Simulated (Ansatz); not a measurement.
Consider HF···CH$_{4}$.

The calculation's input:

```
crystal:
  periodic: [false, false, false]
  atoms:
    - {symbol: F, position_ang: [-0.090811, 0.078077, -2.405064]}
    - {symbol: H, position_ang: [-0.057414, 0.048796, -1.482926]}
    - {symbol: C, position_ang: [0.072168, -0.061745, 1.893849]}
    - {symbol: H, position_ang: [1.005407, 0.367756, 1.525688]}
    - {symbol: H, position_ang: [0.112132, -0.096649, 2.981504]}
    - {symbol: H, position_ang: [-0.051948, -1.078769, 1.518005]}
    - {symbol: H, position_ang: [-0.774975, 0.559022, 1.597078]}
basis:
  gaussian: {orbitals: "def2-TZVPPD.json"}
hamiltonian: {xc: pbe0, dispersion: d4}
output: {orbitals: {seedname: orbitals}}
```

Command:

```sh
ansatz run in.yaml --threads 2 --pin off --events-out ev --progress --plain --max-ram 5222MiB
```

Geometry: rigid move from PBE0-D4/def2-TZVP.

All numbers below come from RKS PBE0-D4/def2-TZVPPD (Ansatz 0.2.0).

What will maps of the electron density and electron localisation function show?

F–H (0.92 Å): the density is about 4.7 e/Å³ at the midpoint; the ELF climbs to about 1 towards the hydrogen, as it does in any bond to H (a covalent bond by its length).
C–H (1.09 Å): ρ is about 2 e/Å³ halfway; the ELF climbs to about 1 towards the hydrogen; an ordinary covalent bond to hydrogen.

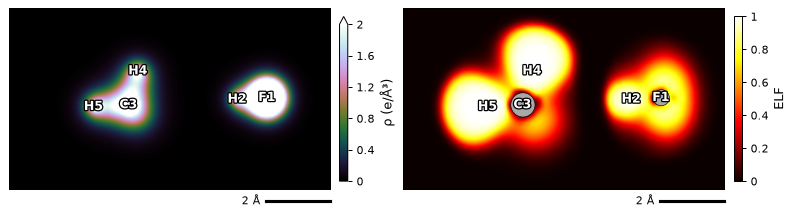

Computed electron density and electron localisation function on the plane of atoms H4, C3 and H5, in this order. Grey discs cover the atomic cores in the ELF map. 
